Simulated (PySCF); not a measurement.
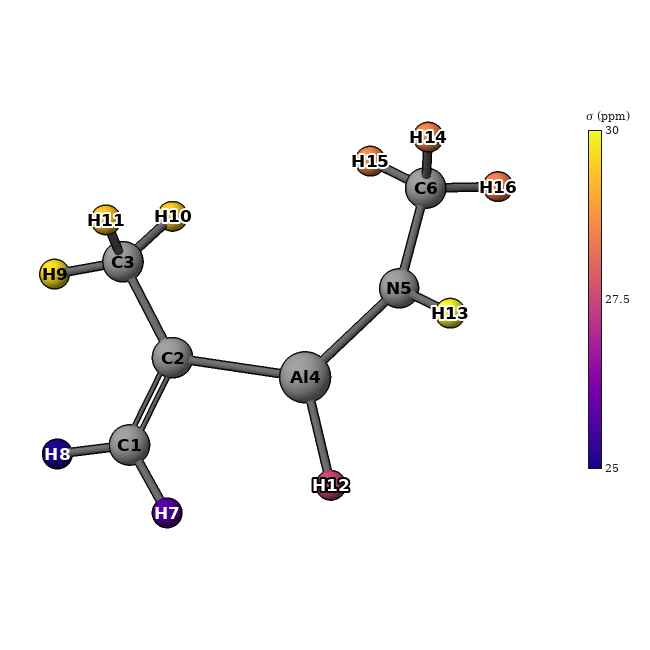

Atoms are coloured by their isotropic NMR shieldings (H only, the others grey). The computed structure is the end point of a GFN2-xTB optimisation. No frequency run is at hand to confirm it as a minimum. Method: GIAO PBE0/pcSseg-1 NMR shielding, non-relativistic, gas phase (PySCF 2.14.0).

Give the isotropic NMR shieldings of the H atoms atom by atom.

```tsv
atom	σ (ppm)
H7	25.71
H8	25.12
H9	29.70
H10	29.45
H11	29.40
H12	27.54
H13	30.00
H14	28.54
H15	28.54
H16	28.49
```

The geometry is semi-empirical. Around Al such bond lengths and angles can be off by a tenth of an ångström or more and by several degrees, and values that hang on the shape move with them.
